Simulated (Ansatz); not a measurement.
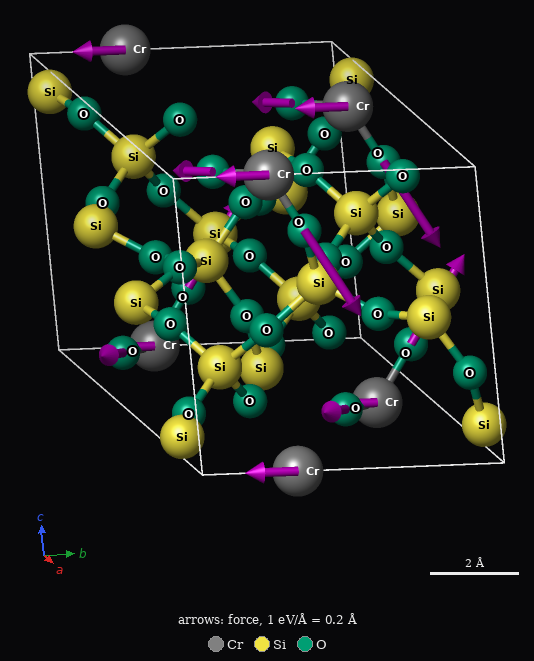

Starting geometry of a defect cell of composition CrSi$_{7}$O$_{16}$ (cell charge −1) with the computed forces as purple arrows. The picture is a ball-and-stick view of the conventional cell (2 times the calculation's cell), seen slightly off an axis. Lengths and directions refer to the drawn axes.

Level of theory: Ansatz, DFT, PBE, plane-wave PAW, default files, scalar-relativistic. Settings: plane-wave cutoff 420 eV; k-point mesh 3 × 3 × 3; occupations fermi dirac; smearing width 0.01 eV; collinear spin; atoms relaxed in a fixed cell; force threshold 0.03 eV/Å; at most 40 steps.

What follows when this structure is relaxed?

It isn't relaxed: the largest force vector, on O atoms, is 11.98 eV/Å. The final displacements follow the starting forces only in part (cosine between the two patterns 0.40). The largest moves, 0.40 Å, are those of O atoms. By element the largest moves are O 0.40 Å, Si 0.23 Å, Cr 0.14 Å. The cell doesn't change. Near-neighbour distances that change, for instance: Cr–O 1.542 → 1.849 Å, Cr–O 1.674 → 1.869 Å, O–Si 1.604 → 1.638 Å, O–Si 1.609 → 1.623 Å. Bond angles that change, for instance: Cr–O–Si 148.6° → 126.2°, Si–O–Si 146.6° → 132.8°, Si–O–Si 146.6° → 134.5°. Over 8 geometry steps the energy falls by 4.979 eV per cell of the calculation. The largest force component goes from 11 to 0.013 eV/Å.

Limits of the set-up: the periodic images lie only 7.0 Å apart, so the values are limited by the cell's size; the cell is charged, on a uniform background, and energies carry no finite-size correction.
